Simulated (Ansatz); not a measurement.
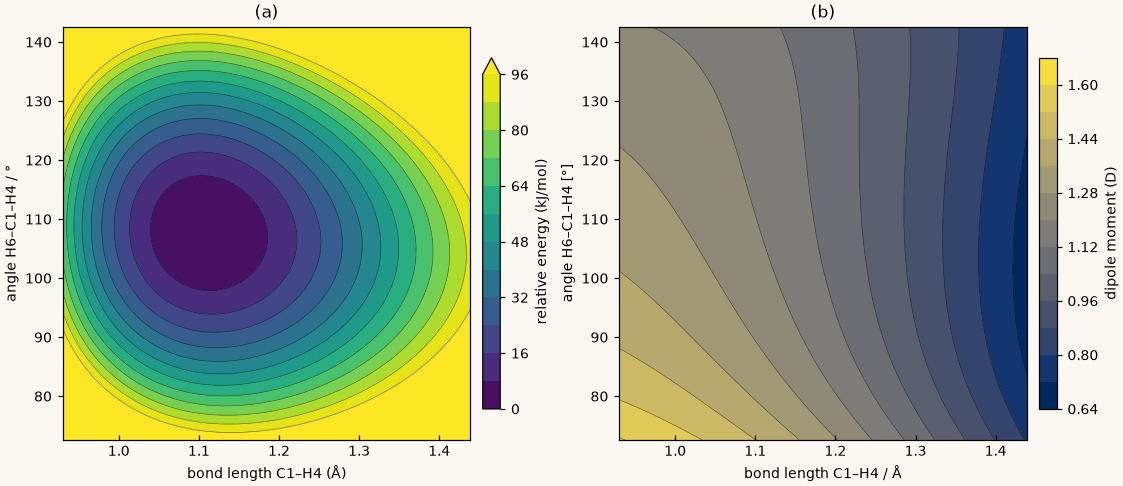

CH4GaO, SMILES C[O][GaH], spin multiplicity 2. The first coordinate is: bond length C1–H4; the second: angle H6–C1–H4. Nothing is relaxed (all other coordinates rigid). Grid: 7 × 7 points. Points are written as (first, second). Energies are in kJ/mol, from the relaxed molecule at the same level. All numbers below come from UKS r2SCAN-D4/def2-SVP in Ansatz.

Panel (a) is the energy and panel (b) the computed dipole moment on the same grid.

Drawn: filled contours, one colour for all values above the top of the scale. Between grid points the surface is interpolated.

### How does the dipole moment vary over the map, and what is it at the lowest grid point?

Leaving out the highest fifth of the energies, it runs from 0.69 D at (1.439 Å, 96.0°) to 1.44 D at (1.100 Å, 72.6°). At the lowest grid point, (1.100 Å, 107.6°), it is 1.21 D.
